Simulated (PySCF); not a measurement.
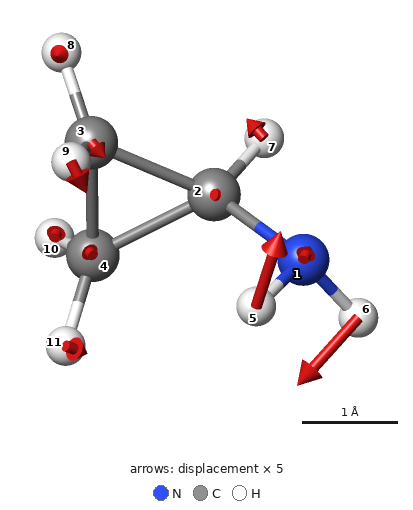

A relaxation of C3H7N. The starting structure is drawn; red arrows show the displacements, magnified 5 times. The two geometries are superimposed by the best rigid fit.

Style: ball-and-stick. Shown from a free direction.

The start comes from GFN2-xTB. Its atoms were then displaced at random by about 0.01 Å.

Computed with PBE0-D3(BJ)/def2-TZVP geometry optimisation, gas phase in PySCF. 

### Atoms of which element are displaced furthest, and by how much?

Hydrogen: up to 0.19 Å, against 0.05 Å for carbon.

### Describe the change and its energy.

Over 5 geometry steps the energy falls by 0.105 eV. The atom that moves furthest after the best rigid fit is H6 (0.19 Å). Largest moves by element: H 0.19 Å, C 0.05 Å, N 0.04 Å. Some distances before and after: C3–H8 1.054 → 1.082 Å, N1–C2 1.458 → 1.433 Å, C3–H9 1.107 → 1.084 Å, C2–C4 1.483 → 1.504 Å. Among the angles between lasting bonds that change: H5–N1–H6 111.3° → 107.5°, C2–C4–H11 120.6° → 117.1°, C3–C4–H10 115.8° → 118.6°. The run took 43 s on 1 thread of Intel(R) Xeon(R) Platinum 8488C (shared host).
